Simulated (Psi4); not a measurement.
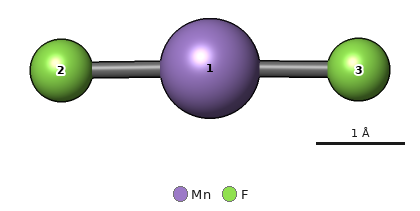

**Figure 1.** The structure as given in the input (ball-and-stick view, seen on its broad side; atoms are numbered from 1 in the order of the input). Sticks mark near contacts. Bond lengths as drawn: F–Mn 1.71 Å.

MnF2: excited-state calculation (part 1 of 2)

The run: excited-state calculation of MnF2, multiplicity 6, SMILES [F][Mn][F]. Method and program: TDDFT (revB3LYP)/6-31G**, UKS (Psi4 1.11).

The geometry comes from this level: GFN2-xTB.

**The program's output**
```
=> Loading Basis Set <=

    Name: 6-31G**
    Role: ORBITAL
    Keyword: BASIS

         ---------------------------------------------------------
                                   SCF
                              UKS Reference
                        1 Threads,   1525 MiB Core
         ---------------------------------------------------------

  ==> Geometry <==

    Molecular point group: c1
    Full point group: C1

    Geometry (in Angstrom), charge = 0, multiplicity = 6:

       Center              X                  Y                   Z               Mass
    ------------   -----------------  -----------------  -----------------  -----------------
         MN          -0.010940000000    -0.006290000000    -0.000170000000    54.938043910000
         F           -0.010150000000    -0.016210000000     1.705750000000    18.998403162730
         F            0.021090000000     0.022500000000    -1.705580000000    18.998403162730

  Running in c1 symmetry.

  Rotational constants: A =   1642.50825  B =      0.15246  C =      0.15245 [cm^-1]
  Rotational constants: A = 49241158.52113  B =   4570.77975  C =   4570.35551 [MHz]
  Nuclear repulsion =  152.151313690267244

  Charge       = 0
  Multiplicity = 6
  Electrons    = 43
  Nalpha       = 24
  Nbeta        = 19

  ==> Algorithm <==

  SCF Algorithm Type is DF.
  DIIS enabled.
  MOM disabled.
  Fractional occupation disabled.
  Guess Type is SAD.
  Energy threshold   = 1.00e-06
  Density threshold  = 1.00e-06
  Integral threshold = 1.00e-12

  ==> Primary Basis <==

  Basis Set: 6-31G**
    Blend: 6-31G**
    Number of shells: 24
    Number of basis functions: 69
    Number of Cartesian functions: 69
    Spherical Harmonics?: false
    Max angular momentum: 3

  ==> DFT Potential <==

   => LibXC <=

    Version 7.1.2

   => Composite Functional: REVB3LYP <=

    revB3LYP Hyb-GGA Exchange-Correlation Functional

    Deriv               =              1
    GGA                 =           TRUE
    Meta                =          FALSE

    Exchange Hybrid     =           TRUE
    MP2 Hybrid          =          FALSE

   => Exchange Functionals <=

    0.1300   Slater exchange
    0.6700         Becke 88

   => Exact (HF) Exchange <=

    0.2000               HF

   => Correlation Functionals <=

    0.1600   Vosko, Wilk & Nusair (VWN5_RPA)
    0.8400   Lee, Yang & Parr

   => LibXC Density Thresholds  <==

    XC_HYB_GGA_XC_REVB3LYP:  1.00E-15

   => Molecular Quadrature <=

    Radial Scheme          =       TREUTLER
    Pruning Scheme         =           NONE
    Nuclear Scheme         =       TREUTLER

    Blocking Scheme        =         OCTREE
    BS radius alpha        =              1
    Pruning alpha          =              1
    Radial Points          =             75
    Spherical Points       =            302
    Total Points           =          65860
    Total Blocks           =            567
    Max Points             =            255
    Max Functions          =             68
    Weights Tolerance      =       1.00E-15

   => Loading Basis Set <=

    Name: (6-31G** AUX)
    Role: JKFIT
    Keyword: DF_BASIS_SCF

  ==> Integral Setup <==

  DFHelper Memory: AOs need 0.024 GiB; user supplied 1.013 GiB.
  SCF_SUBTYPE=INCORE selected. In-core MEM_DF algorithm will be used.
  Using in-core AOs.

  ==> MemDFJK: Density-Fitted J/K Matrices <==

    J tasked:                   Yes
    K tasked:                   Yes
    wK tasked:                   No
    Memory [MiB]:              1037
    Algorithm:                 Core
    Schwarz Cutoff:           1E-12
    Mask sparsity (%):       1.3022
    Fitting Condition:        1E-10

   => Auxiliary Basis Set <=

  Basis Set: (6-31G** AUX)
    Blend: CC-PVDZ-JKFIT + DEF2-UNIVERSAL-JKFIT
    Number of shells: 106
    Number of basis functions: 539
    Number of Cartesian functions: 539
    Spherical Harmonics?: false
    Max angular momentum: 6

  Cached 100.0% of DFT collocation blocks in 0.105 [GiB].

  Minimum eigenvalue in the overlap matrix is 1.9278351055E-03.
  Reciprocal condition number of the overlap matrix is 4.0294844114E-04.
    Using symmetric orthogonalization.

  ==> Pre-Iterations <==

  SCF Guess: Superposition of Atomic Densities via on-the-fly atomic UHF (no occupation information).

   -------------------------
    Irrep   Nso     Nmo
   -------------------------
     A         69      69
   -------------------------
    Total      69      69
   -------------------------

  ==> Iterations <==

                           Total Energy        Delta E     RMS |[F,P]|

   @DF-UKS iter SAD: -1349.03047172361880   -1.34903e+03   0.00000e+00
   @DF-UKS iter   1: -1342.36820384578709    6.66227e+00   7.23049e-02 DIIS/ADIIS
   @DF-UKS iter   2: -1302.62406283921268    3.97441e+01   1.24281e-01 ADIIS
   @DF-UKS iter   3: -1341.05848991173821   -3.84344e+01   5.68516e-02 DIIS/ADIIS
   @DF-UKS iter   4: -1350.05400802648023   -8.99552e+00   1.13186e-02 DIIS/ADIIS
   @DF-UKS iter   5: -1350.30829849629572   -2.54290e-01   3.98356e-03 DIIS/ADIIS
   @DF-UKS iter   6: -1350.32571389163559   -1.74154e-02   2.28863e-03 DIIS/ADIIS
   @DF-UKS iter   7: -1350.33367885320354   -7.96496e-03   3.05517e-04 DIIS/ADIIS
   @DF-UKS iter   8: -1350.33391750184273   -2.38649e-04   1.54033e-04 DIIS/ADIIS
   @DF-UKS iter   9: -1350.33397123602413   -5.37342e-05   3.18596e-05 DIIS
   @DF-UKS iter  10: -1350.33397312478337   -1.88876e-06   3.28869e-06 DIIS
   @DF-UKS iter  11: -1350.33397313904516   -1.42618e-08   3.14298e-06 DIIS
   @DF-UKS iter  12: -1350.33397314965259   -1.06074e-08   1.70921e-06 DIIS
   @DF-UKS iter  13: -1350.33397315325783   -3.60524e-09   7.42448e-07 DIIS
  Energy and wave function converged.

  ==> Post-Iterations <==

   Electrons on quadrature grid:
      Nalpha   =   23.9999762835 ; deviation = -2.372e-05
      Nbeta    =   18.9999784486 ; deviation = -2.155e-05
      Ntotal   =   42.9999547321 ; deviation = -4.527e-05

   @Spin Contamination Metric:   9.213818468E-03
   @S^2 Expected:                8.750000000E+00
   @S^2 Observed:                8.759213818E+00
   @S   Expected:                2.500000000E+00
   @S   Observed:                2.500000000E+00

    Orbital Energies [Eh]
    ---------------------

    Alpha Occupied:

       1A   -235.462087     2A    -27.381029     3A    -24.618161
       4A    -24.618152     5A    -23.456681     6A    -23.456680
       7A    -23.451428     8A     -3.293779     9A     -2.162263
      10A     -2.162261    11A     -2.156100    12A     -1.107672
      13A     -1.089565    14A     -0.455408    15A     -0.421498
      16A     -0.421473    17A     -0.371851    18A     -0.371847
      19A     -0.369506    20A     -0.343985    21A     -0.343985
      22A     -0.269312    23A     -0.269285    24A     -0.262528

    Alpha Virtual:

      25A     -0.009043    26A     -0.000049    27A      0.000078
      28A      0.056408    29A      0.166487    30A      0.170551
      31A      0.171265    32A      0.343136    33A      0.799426
      34A      1.099691    35A      1.099698    36A      1.110774
      37A      1.210025    38A      1.256197    39A      1.256197
      40A      1.270376    41A      1.270376    42A      1.314277
      43A      1.355860    44A      1.355905    45A      1.406638
      46A      1.406673    47A      1.481291    48A      1.692567
      49A      1.692705    50A      1.776683    51A      1.799186
      52A      1.799201    53A      1.863984    54A      1.895392
      55A      1.895411    56A      2.097611    57A      2.097611
      58A      2.201887    59A      2.202041    60A      2.218760
      61A      2.264183    62A      2.267211    63A      2.734943
      64A      2.735370    65A      3.410018    66A      3.539738
      67A      3.737874    68A      4.356999    69A     16.548164

    Beta Occupied:

       1A   -235.460083     2A    -27.303230     3A    -24.615027
       4A    -24.615019     5A    -23.391686     6A    -23.389554
       7A    -23.389553     8A     -3.086505     9A     -1.949915
      10A     -1.939169    11A     -1.939167    12A     -1.099750
      13A     -1.080267    14A     -0.425478    15A     -0.370126
      16A     -0.370069    17A     -0.366221    18A     -0.358123
      19A     -0.358121

    Beta Virtual:

      20A     -0.101759    21A     -0.033644    22A     -0.033644
      23A     -0.003689    24A     -0.003680    25A      0.010863
      26A      0.010873    27A      0.055152    28A      0.056870
      29A      0.197213    30A      0.197333    31A      0.220866
      32A      0.353037    33A      0.853930    34A      1.117636
      35A      1.150481    36A      1.150508    37A      1.236833
      38A      1.285093    39A      1.285100    40A      1.344829
      41A      1.384773    42A      1.384773    43A      1.430077
      44A      1.430126    45A      1.456844    46A      1.456877
      47A      1.490664    48A      1.736105    49A      1.736228
      50A      1.819168    51A      1.819184    52A      1.833394
      53A      1.864796    54A      1.904270    55A      1.904289
      56A      2.218204    57A      2.218204    58A      2.282957
      59A      2.288924    60A      2.297878    61A      2.306985
      62A      2.312441    63A      2.801169    64A      2.801632
      65A      3.446435    66A      3.583232    67A      3.743512
      68A      4.361505    69A     16.668751

    Final Occupation by Irrep:
              A
    DOCC [    19 ]
    SOCC [     5 ]
    NA   [    24 ]
    NB   [    19 ]

  @DF-UKS Final Energy: -1350.33397315325783

   => Energetics <=

    Nuclear Repulsion Energy =            152.1513136902672443
    One-Electron Energy =               -2169.6923542821023148
    Two-Electron Energy =                 725.8942408231805530
    DFT Exchange-Correlation Energy =     -58.6871733846031773
    Empirical Dispersion Energy =           0.0000000000000000
    VV10 Nonlocal Energy =                  0.0000000000000000
    Total Energy =                      -1350.3339731532578298

  UHF NO Occupations:
  HONO-2 :   22  A 1.0000000
  HONO-1 :   23  A 1.0000000
  HONO-0 :   24  A 1.0000000
  LUNO+0 :   25  A 0.0039618
  LUNO+1 :   26  A 0.0001866
  LUNO+2 :   27  A 0.0001190
  LUNO+3 :   28  A 0.0001189

Computation Completed

Properties will be evaluated at   0.000000,   0.000000,   0.000000 [a0]

Properties computed using the SCF density matrix

 Multipole Moments:

 ------------------------------------------------------------------------------------
     Multipole            Electronic (a.u.)      Nuclear  (a.u.)        Total (a.u.)
 ------------------------------------------------------------------------------------

 L = 1.  Multiply by 2.5417464519 to convert [e a0] to [Debye]
 Dipole X            :          0.3049049           -0.3307777           -0.0258728
 Dipole Y            :          0.1753063           -0.1901820           -0.0148757
 Dipole Z            :          0.0047444           -0.0051401           -0.0003957
 Magnitude           :                                                    0.0298470

 ------------------------------------------------------------------------------------

	total time  =          3 seconds =       0.05 minutes
```
